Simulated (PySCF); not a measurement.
C6H10BNO

Input

```
{"job": {"kind": "nmr", "xc": "PBE0", "basis": "pcSseg-1"}, "charge": 0, "multiplicity": 1}
C     -4.386412    -0.279265    -0.332177
C     -2.976048    -0.011264    -0.124259
C     -1.812525     0.219767     0.052713
C     -0.405512     0.472211     0.263339
B      0.484789    -0.841507    -0.186437
O      0.756057    -0.865172    -1.584245
N      1.897872    -0.466508     0.464566
C      2.861468     0.147283     0.584593
C      4.056871     0.912803     0.749882
H     -4.892139    -0.396553     0.627049
H     -4.511442    -1.196440    -0.908667
H     -4.853250     0.543038    -0.875837
H     -0.248275     0.714180     1.318778
H     -0.109281     1.337434    -0.334551
H      0.171417    -1.865008     0.336263
H      0.868522    -1.749054    -1.925676
H      4.553810     1.008183    -0.215465
H      4.727899     0.419313     1.453178
H      3.806377     1.905809     1.123909
```

Run with:

```sh
OMP_NUM_THREADS=1 python probes_run.py task.json out
```

Geometry: GFN2-xTB.

The calculation used PBE0/pcSseg-1, SCF density, gas phase, non-relativistic (PySCF 2.14.0).

What will maps of the electron density and electron localisation function show?

Answer. C–C (1.20 Å): ρ at the midpoint is about 2.7 e/Å³; the ELF peaks at about 0.85 between the atoms: a short, multiple covalent bond.
C–B (1.65 Å): ρ at the midpoint is about 1.2 e/Å³; the ELF peaks at about 1 between the atoms; a shared electron pair.

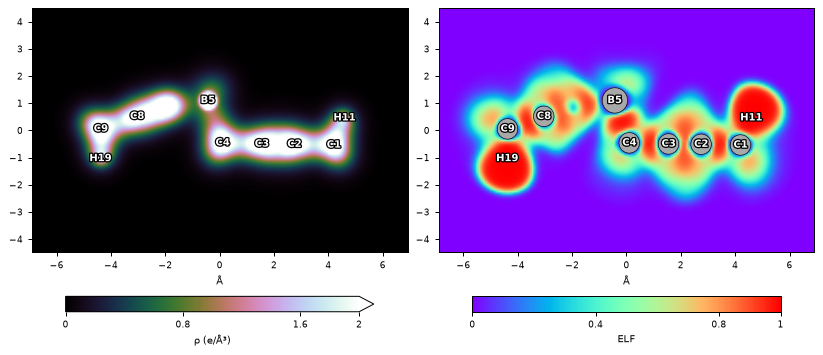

Computed electron density and electron localisation function on the plane of atoms C3, C4 and B5, in this order. Grey discs cover the atomic cores in the ELF map. 
